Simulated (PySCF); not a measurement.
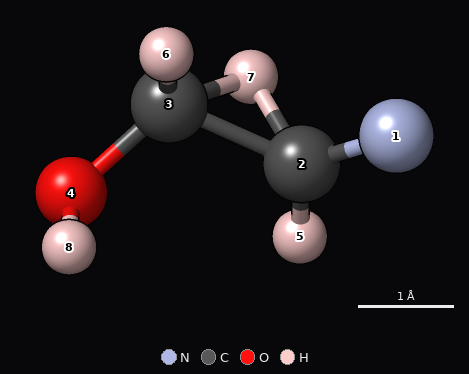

**Figure 1.** The starting structure (ball-and-stick view, seen at a tilt; atoms are numbered from 1 in the order of the input).

# C2H4NO: saddle-point search (part 1 of 5)

System: C2H4NO, multiplicity 2.
Method: XLYP/STO-6G, UKS, dispersion D3(BJ), sfX2C (PySCF 2.14.0).

Figures and captions count atoms from 1; the log counts them from 0 in places.

### What the program printed
```
WARN: HOMO -0.164131783340483 >= LUMO -0.164131783340483

converged SCF energy = -207.806522995299  <S^2> = 0.75571335  2S+1 = 2.0057052

WARN: DFTD3 does not support analytical Hessian, using finite difference

WARN: Mole.unit (angstrom) is changed to Bohr

#|     Arguments passed to driver run_optimizer():      |#
customengine              <pyscf.geomopt.geometric_solver.PySCFEngine object>
maxiter                   60
transition                True
----------------------------------------------------------
 Transition state optimization requested.
Custom engine selected.
Requested bond order-based connectivity but it is not available in the current engine
Bonds will be generated from interatomic distances less than 1.20 times sum of covalent radii
Creating artificial bond to isolated atom: 7-2
24 internal coordinates being used (instead of 24 Cartesians)
Internal coordinate system (atoms numbered from 1):
Distance 1-2
Distance 2-3
Distance 2-5
Distance 2-7
Distance 3-4
Distance 3-6
Distance 4-8
Angle 1-2-5
Angle 1-2-7
Angle 3-2-5
Angle 3-2-7
Angle 5-2-7
Angle 2-3-4
Angle 2-3-6
Angle 4-3-6
Angle 3-4-8
Out-of-Plane 2-1-3-5
Dihedral 1-2-3-4
Dihedral 1-2-3-6
Dihedral 5-2-3-4
Dihedral 5-2-3-6
Dihedral 7-2-3-4
Dihedral 7-2-3-6
Dihedral 2-3-4-8
Dihedral 6-3-4-8
Translation-X 1-8
Translation-Y 1-8
Translation-Z 1-8
Rotation-A 1-8
Rotation-B 1-8
Rotation-C 1-8
<class 'geometric.internal.Distance'> : 7
<class 'geometric.internal.Angle'> : 9
<class 'geometric.internal.OutOfPlane'> : 1
<class 'geometric.internal.Dihedral'> : 8
<class 'geometric.internal.TranslationX'> : 1
<class 'geometric.internal.TranslationY'> : 1
<class 'geometric.internal.TranslationZ'> : 1
<class 'geometric.internal.RotationA'> : 1
<class 'geometric.internal.RotationB'> : 1
<class 'geometric.internal.RotationC'> : 1
> ===== Optimization Info: ====
> Job type: Transition state optimization
> Maximum number of optimization cycles: 60
> Initial / maximum trust radius (Angstrom): 0.010 / 0.030
> Convergence Criteria:
> Will converge when all 5 criteria are reached:
>  |Delta-E| < 1.00e-06
>  RMS-Grad  < 3.00e-04
>  Max-Grad  < 4.50e-04
>  RMS-Disp  < 1.20e-03
>  Max-Disp  < 1.80e-03
> === End Optimization Info ===

Geometry optimization cycle 1
Cartesian coordinates (Angstrom)
 Atom        New coordinates             dX        dY        dZ
   N   0.412960   1.589260  -1.278430   -0.000000  0.000000  0.000000
   C  -0.249190   0.860310  -0.568660    0.000000  0.000000  0.000000
   C   0.301940  -0.137490   0.470090   -0.000000  0.000000  0.000000
   O  -0.426640  -1.323430   0.517770    0.000000  0.000000  0.000000
   H  -1.346310   0.827980  -0.581460    0.000000  0.000000  0.000000
   H   1.364360  -0.304310   0.260930    0.000000  0.000000  0.000000
   H  -0.197840   1.048978   0.730139    0.000000  0.000000  0.000000
   H  -0.249680  -1.850660  -0.269920    0.000000  0.000000  0.000000

WARN: Mole.unit (angstrom) is changed to Bohr

converged SCF energy = -207.806522995265  <S^2> = 0.75571352  2S+1 = 2.0057054
--------------- sfX2C1eUKS_Scanner gradients ---------------
         x                y                z
0 N    -0.1018151158    -0.1135272987     0.1104009544
1 C     0.1036662753     0.0782534246     0.0102786436
2 C    -0.0011499024    -0.0213233693     0.0077698841
3 O     0.0544898636    -0.0077789463    -0.1007721400
4 H     0.0200111844     0.0040713957     0.0022791116
5 H    -0.0203498818    -0.0158696114    -0.0147343646
6 H    -0.0320519762     0.0483707022    -0.0838974197
7 H    -0.0228125114     0.0278075087     0.0686709068
----------------------------------------------
cycle 1: E = -207.806522995  dE = -207.807  norm(grad) = 0.289552
>> Using Hessian data provided via params...
>> Initial Cartesian Hessian Eigenvalues
Hessian Eigenvalues:  -1.099e-01 -8.637e-02 -5.987e-02 -4.454e-02 -1.881e-02 -1.029e-02 -2.693e-03
-6.544e-04  2.651e-04  3.564e-04  1.483e-02  3.820e-02    .....    9.949e-01  1.429e+00  2.178e+00

== Summary of harmonic free energy analysis ==
Note: Rotational symmetry is set to 1 regardless of true symmetry
4 Imaginary Frequencies (cm^-1): 1216.971i 1033.805i 450.122i 340.588i
Note: Free energy does not include contribution from imaginary mode(s)

Free energy contributions calculated at @ 300.00 K:
Zero-point vibrational energy:                                   34.4288 kcal/mol
H   (Trans + Rot + Vib = Tot):   1.4904 +   0.8942 +   0.5000 =   2.8846 kcal/mol
S   (Trans + Rot + Vib = Tot):  38.1542 +  23.6466 +   2.3554 =  64.1562 cal/mol/K
TS  (Trans + Rot + Vib = Tot):  11.4463 +   7.0940 +   0.7066 =  19.2468 kcal/mol

Ground State Electronic Energy    : E0                        =  -207.80652300 au (   -130400.5620 kcal/mol)
Free Energy Correction (Harmonic) : ZPVE + [H-TS]_T,R,V       =     0.02879095 au (        18.0666 kcal/mol)
Gibbs Free Energy (Harmonic)      : E0 + ZPVE + [H-TS]_T,R,V  =  -207.77773205 au (   -130382.4954 kcal/mol)

Step    0 : Gradient = 1.024e-01/1.883e-01 (rms/max) Energy = -207.8065229953
Hessian Eigenvalues:  -1.201e-01 -5.895e-03 -1.506e-03  8.707e-05  7.738e-04  1.652e-03  3.642e-03
 4.643e-03  1.541e-02  3.691e-02  4.397e-02  6.977e-02    .....    5.201e-01  6.660e-01  1.136e+00

Geometry optimization cycle 2
Cartesian coordinates (Angstrom)
 Atom        New coordinates             dX        dY        dZ
   N   0.416673   1.602219  -1.284451    0.003713  0.012959 -0.006021
   C  -0.249499   0.859914  -0.562023   -0.000309 -0.000396  0.006637
   C   0.304087  -0.143272   0.475646    0.002147 -0.005782  0.005556
   O  -0.426763  -1.329932   0.522907   -0.000123 -0.006502  0.005137
   H  -1.348812   0.823776  -0.577457   -0.002502 -0.004204  0.004003
   H   1.368032  -0.307764   0.264054    0.003672 -0.003454  0.003124
   H  -0.200531   1.059368   0.717750   -0.002691  0.010390 -0.012389
   H  -0.253643  -1.855575  -0.274960   -0.003963 -0.004915 -0.005040
converged SCF energy = -207.809232650889  <S^2> = 0.7566791  2S+1 = 2.006668
--------------- sfX2C1eUKS_Scanner gradients ---------------
         x                y                z
0 N    -0.0835349172    -0.0943283525     0.0914630598
1 C     0.0874610201     0.0623319826     0.0230953771
2 C    -0.0021639446    -0.0191995594     0.0111202107
3 O     0.0508153904    -0.0043858212    -0.0941791696
4 H     0.0177604413     0.0038302941     0.0031735145
5 H    -0.0191653454    -0.0156234973    -0.0149584700
6 H    -0.0308090352     0.0442319837    -0.0823786942
7 H    -0.0203830134     0.0231420682     0.0626627918
----------------------------------------------
cycle 2: E = -207.809232651  dE = -0.00270966  norm(grad) = 0.253027
Step    1 : Displace = 1.005e-02/1.657e-02 (rms/max) Trust = 1.000e-02 (=) Grad = 8.946e-02/1.557e-01 (rms/max) E (change) = -207.8092326509 (-2.710e-03) Quality = 0.990
Hessian Eigenvalues:  -1.221e-01 -5.897e-03 -1.426e-03  8.710e-05  7.740e-04  1.651e-03  3.645e-03
 4.639e-03  1.543e-02  3.690e-02  4.402e-02  6.988e-02    .....    5.191e-01  6.658e-01  1.098e+00

Geometry optimization cycle 3
Cartesian coordinates (Angstrom)
 Atom        New coordinates             dX        dY        dZ
   N   0.421454   1.620221  -1.292209    0.004781  0.018002 -0.007758
   C  -0.249747   0.859491  -0.552479   -0.000249 -0.000423  0.009543
   C   0.307209  -0.151786   0.483503    0.003122 -0.008514  0.007858
   O  -0.427324  -1.339685   0.530812   -0.000561 -0.009754  0.007905
   H  -1.352222   0.818194  -0.572401   -0.003410 -0.005583  0.005056
   H   1.373602  -0.312736   0.268808    0.005570 -0.004972  0.004754
   H  -0.204053   1.074352   0.700091   -0.003521  0.014985 -0.017659
   H  -0.259539  -1.862380  -0.282245   -0.005895 -0.006805 -0.007285
converged SCF energy = -207.811373332562  <S^2> = 0.75894178  2S+1 = 2.0089219
--------------- sfX2C1eUKS_Scanner gradients ---------------
         x                y                z
0 N    -0.0624790034    -0.0717343110     0.0691919045
1 C     0.0691399497     0.0444099852     0.0364956484
2 C    -0.0035408744    -0.0153489063     0.0156724559
3 O     0.0453408727    -0.0001566978    -0.0845749245
4 H     0.0146317233     0.0036116290     0.0043587506
5 H    -0.0173480517    -0.0151580641    -0.0152387564
6 H    -0.0287526157     0.0375089702    -0.0800139497
7 H    -0.0170181962     0.0168663022     0.0541071600
----------------------------------------------
cycle 3: E = -207.811373333  dE = -0.00214068  norm(grad) = 0.211591
Step    2 : Displace = 1.426e-02/2.381e-02 (rms/max) Trust = 1.414e-02 (+) Grad = 7.481e-02/1.176e-01 (rms/max) E (change) = -207.8113733326 (-2.141e-03) Quality = 0.933
Hessian Eigenvalues:  -1.299e-01 -5.889e-03 -1.198e-03  8.722e-05  7.746e-04  1.651e-03  3.652e-03
 4.640e-03  1.550e-02  3.686e-02  4.411e-02  7.022e-02    .....    5.156e-01  6.650e-01  1.022e+00

Geometry optimization cycle 4
Cartesian coordinates (Angstrom)
 Atom        New coordinates             dX        dY        dZ
   N   0.426877   1.645771  -1.302412    0.005422  0.025549 -0.010203
   C  -0.249995   0.859135  -0.538978   -0.000247 -0.000356  0.013501
   C   0.311935  -0.164947   0.493659    0.004727 -0.013161  0.010155
   O  -0.428320  -1.355226   0.542967   -0.000996 -0.015540  0.012155
   H  -1.356812   0.811074  -0.566806   -0.004589 -0.007119  0.005595
   H   1.382349  -0.320387   0.275478    0.008747 -0.007652  0.006669
   H  -0.209236   1.098459   0.675971   -0.005183  0.024107 -0.024120
   H  -0.267790  -1.872087  -0.292746   -0.008251 -0.009707 -0.010501
converged SCF energy = -207.812135745339  <S^2> = 0.76682577  2S+1 = 2.0167556
--------------- sfX2C1eUKS_Scanner gradients ---------------
         x                y                z
0 N    -0.0401714653    -0.0470133502     0.0449045883
1 C     0.0500343169     0.0266222565     0.0468243043
2 C    -0.0050614858    -0.0089097198     0.0219466964
3 O     0.0371342838     0.0044505042    -0.0708195859
4 H     0.0104072329     0.0035251181     0.0058820076
5 H    -0.0146382052    -0.0142407024    -0.0155968943
6 H    -0.0252851576     0.0265936800    -0.0753992818
7 H    -0.0124520768     0.0089666845     0.0422615316
----------------------------------------------
cycle 4: E = -207.812135745  dE = -0.000762413  norm(grad) = 0.167674
Step    3 : Displace = 2.061e-02/3.502e-02 (rms/max) Trust = 2.000e-02 (+) Grad = 5.928e-02/8.385e-02 (rms/max) E (change) = -207.8121357453 (-7.624e-04) Quality = 0.295
Hessian Eigenvalues:  -1.498e-01 -5.878e-03 -8.184e-04  8.754e-05  7.760e-04  1.652e-03  3.664e-03
 4.641e-03  1.563e-02  3.678e-02  4.409e-02  7.079e-02    .....    5.103e-01  6.637e-01  9.502e-01

Geometry optimization cycle 5
Cartesian coordinates (Angstrom)
 Atom        New coordinates             dX        dY        dZ
   N   0.430167   1.659866  -1.308666    0.003290  0.014096 -0.006254
   C  -0.250501   0.859150  -0.532455   -0.000506  0.000015  0.006523
   C   0.314169  -0.172124   0.497837    0.002234 -0.007178  0.004179
   O  -0.428774  -1.364165   0.549589   -0.000453 -0.008940  0.006622
   H  -1.359380   0.808178  -0.564591   -0.002568 -0.002896  0.002214
   H   1.386871  -0.324857   0.278444    0.004522 -0.004470  0.002967
   H  -0.212432   1.112574   0.665952   -0.003196  0.014115 -0.010019
   H  -0.271364  -1.878134  -0.297788   -0.003574 -0.006046 -0.005042
converged SCF energy = -207.812401851927  <S^2> = 0.77735366  2S+1 = 2.0271691
--------------- sfX2C1eUKS_Scanner gradients ---------------
         x                y                z
0 N    -0.0303012926    -0.0357271633     0.0338753198
1 C     0.0414080108     0.0192144295     0.0488672041
2 C    -0.0055108832    -0.0055886561     0.0254877971
3 O     0.0328665758     0.0063423243    -0.0636543870
4 H     0.0082954752     0.0034611704     0.0066749289
5 H    -0.0132657857    -0.0136879537    -0.0158242005
6 H    -0.0232907094     0.0207043115    -0.0715731492
7 H    -0.0102369035     0.0052730225     0.0361545623
----------------------------------------------
cycle 5: E = -207.812401852  dE = -0.000266107  norm(grad) = 0.148223
Step    4 : Displace = 1.085e-02/1.780e-02 (rms/max) Trust = 1.000e-02 (-) Grad = 5.240e-02/7.806e-02 (rms/max) E (change) = -207.8124018519 (-2.661e-04) Quality = 0.507
Hessian Eigenvalues:  -1.717e-01 -5.872e-03 -3.701e-04  8.861e-05  7.795e-04  1.655e-03  3.680e-03
 4.641e-03  1.582e-02  3.655e-02  4.400e-02  7.179e-02    .....    5.084e-01  6.638e-01  8.917e-01

Geometry optimization cycle 6
Cartesian coordinates (Angstrom)
 Atom        New coordinates             dX        dY        dZ
   N   0.433582   1.672771  -1.314614    0.003415  0.012905 -0.005948
   C  -0.251248   0.859259  -0.526883   -0.000748  0.000109  0.005571
   C   0.315949  -0.178900   0.500471    0.001780 -0.006775  0.002634
   O  -0.429053  -1.372953   0.555687   -0.000280 -0.008788  0.006098
   H  -1.361758   0.806363  -0.563059   -0.002378 -0.001816  0.001532
   H   1.390824  -0.329388   0.280520    0.003953 -0.004530  0.002075
   H  -0.215915   1.126856   0.658816   -0.003483  0.014282 -0.007137
   H  -0.273830  -1.884428  -0.301797   -0.002466 -0.006294 -0.004008
converged SCF energy = -207.812619216483  <S^2> = 0.79754618  2S+1 = 2.0469941
--------------- sfX2C1eUKS_Scanner gradients ---------------
         x                y                z
0 N    -0.0227546652    -0.0269067532     0.0253471202
1 C     0.0346411150     0.0138140983     0.0476509608
2 C    -0.0056820289    -0.0025572820     0.0288780982
3 O     0.0290656392     0.0076394061    -0.0573460195
4 H     0.0065158979     0.0034221729     0.0074117582
5 H    -0.0120947080    -0.0131301662    -0.0160500382
6 H    -0.0213457714     0.0153833822    -0.0667251332
7 H    -0.0083824402     0.0023268629     0.0308439936
----------------------------------------------
cycle 6: E = -207.812619216  dE = -0.000217365  norm(grad) = 0.132163
Step    5 : Displace = 9.975e-03/1.650e-02 (rms/max) Trust = 1.000e-02 (=) Grad = 4.673e-02/7.173e-02 (rms/max) E (change) = -207.8126192165 (-2.174e-04) Quality = 0.676
Hessian Eigenvalues:  -2.019e-01 -5.871e-03 -6.521e-05  9.317e-05  7.846e-04  1.658e-03  3.696e-03
 4.642e-03  1.600e-02  3.633e-02  4.389e-02  7.281e-02    .....    5.086e-01  6.653e-01  8.641e-01

Geometry optimization cycle 7
Cartesian coordinates (Angstrom)
 Atom        New coordinates             dX        dY        dZ
   N   0.437359   1.685269  -1.320303    0.003777  0.012498 -0.005689
   C  -0.252317   0.859536  -0.521655   -0.001069  0.000277  0.005228
   C   0.317431  -0.185862   0.501812    0.001482 -0.006962  0.001341
   O  -0.429196  -1.382336   0.561861   -0.000143 -0.009383  0.006174
   H  -1.364185   0.805453  -0.562105   -0.002427 -0.000910  0.000954
   H   1.394562  -0.334230   0.281870    0.003737 -0.004843  0.001351
   H  -0.219837   1.142234   0.653411   -0.003922  0.015379 -0.005405
   H  -0.275451  -1.891239  -0.305087   -0.001622 -0.006812 -0.003290
converged SCF energy = -207.812889212953  <S^2> = 0.83852458  2S+1 = 2.0866476
--------------- sfX2C1eUKS_Scanner gradients ---------------
         x                y                z
0 N    -0.0170844229    -0.0200614878     0.0189325267
1 C     0.0294464757     0.0099687587     0.0425001748
2 C    -0.0057511386     0.0008482367     0.0324123454
3 O     0.0253718410     0.0084362497    -0.0512993076
4 H     0.0048804369     0.0034539388     0.0081819239
5 H    -0.0110109740    -0.0124808471    -0.0162516251
6 H    -0.0191534797     0.0099207969    -0.0603412387
7 H    -0.0067359324    -0.0000921514     0.0258779783
----------------------------------------------
cycle 7: E = -207.812889213  dE = -0.000269996  norm(grad) = 0.117139
Step    6 : Displace = 9.985e-03/1.692e-02 (rms/max) Trust = 1.000e-02 (=) Grad = 4.141e-02/6.408e-02 (rms/max) E (change) = -207.8128892130 (-2.700e-04) Quality = 0.701
Hessian Eigenvalues:  -2.596e-01 -5.872e-03  7.297e-05  1.679e-04  7.914e-04  1.663e-03  3.711e-03
 4.642e-03  1.617e-02  3.635e-02  4.403e-02  7.414e-02    .....    5.092e-01  6.671e-01  8.500e-01

Geometry optimization cycle 8
Cartesian coordinates (Angstrom)
 Atom        New coordinates             dX        dY        dZ
   N   0.441829   1.697022  -1.325572    0.004470  0.011753 -0.005269
   C  -0.253948   0.860200  -0.516910   -0.001631  0.000663  0.004745
   C   0.318512  -0.192962   0.501654    0.001081 -0.007100 -0.000158
   O  -0.429099  -1.392337   0.568075    0.000098 -0.010001  0.006214
   H  -1.366836   0.805762  -0.561840   -0.002651  0.000309  0.000266
   H   1.397931  -0.339341   0.282204    0.003369 -0.005111  0.000333
   H  -0.224238   1.158578   0.650060   -0.004401  0.016344 -0.003350
   H  -0.275930  -1.898628  -0.307409   -0.000478 -0.007388 -0.002322
converged SCF energy = -207.813423043395  <S^2> = 0.90929423  2S+1 = 2.1534105
--------------- sfX2C1eUKS_Scanner gradients ---------------
         x                y                z
0 N    -0.0132900395    -0.0151759473     0.0147194574
1 C     0.0258718224     0.0073018950     0.0328997431
2 C    -0.0058753950     0.0049781357     0.0359590937
3 O     0.0218679303     0.0086534022    -0.0455037384
4 H     0.0034107020     0.0036074478     0.0090160948
5 H    -0.0100347445    -0.0117179783    -0.0163515172
6 H    -0.0166194975     0.0042307461    -0.0520470380
7 H    -0.0053678421    -0.0018811927     0.0213224719
----------------------------------------------
cycle 8: E = -207.813423043  dE = -0.00053383  norm(grad) = 0.102499
Step    7 : Displace = 1.003e-02/1.739e-02 (rms/max) Trust = 1.000e-02 (=) Grad = 3.624e-02/5.480e-02 (rms/max) E (change) = -207.8134230434 (-5.338e-04) Quality = 0.841
Hessian Eigenvalues:  -3.509e-01 -5.875e-03  7.885e-05  2.511e-04  7.966e-04  1.667e-03  3.723e-03
 4.642e-03  1.630e-02  3.670e-02  4.546e-02  7.666e-02    .....    5.101e-01  6.692e-01  8.454e-01

Geometry optimization cycle 9
Cartesian coordinates (Angstrom)
 Atom        New coordinates             dX        dY        dZ
   N   0.449466   1.711884  -1.331815    0.007637  0.014862 -0.006244
   C  -0.257565   0.861961  -0.511015   -0.003617  0.001761  0.005895
   C   0.319497  -0.203487   0.498772    0.000985 -0.010525 -0.002881
   O  -0.428468  -1.407704   0.577205    0.000631 -0.015367  0.009130
   H  -1.371320   0.808175  -0.563120   -0.004484  0.002414 -0.001280
   H   1.402321  -0.346813   0.280980    0.004390 -0.007472 -0.001224
   H  -0.230921   1.183346   0.648815   -0.006683  0.024768 -0.001245
   H  -0.274872  -1.909567  -0.309177    0.001057 -0.010939 -0.001768
converged SCF energy = -207.814911976837  <S^2> = 1.0423037  2S+1 = 2.2735907
--------------- sfX2C1eUKS_Scanner gradients ---------------
         x                y                z
0 N    -0.0101640991    -0.0105550575     0.0114693047
1 C     0.0226901965     0.0042957943     0.0141933401
2 C    -0.0061262051     0.0114365882     0.0401094866
3 O     0.0171721988     0.0079010886    -0.0374787375
4 H     0.0016456977     0.0040495702     0.0101442911
5 H    -0.0086982691    -0.0104643711    -0.0161607734
6 H    -0.0127409383    -0.0033227442    -0.0378364275
7 H    -0.0038153146    -0.0033355130     0.0155736788
```
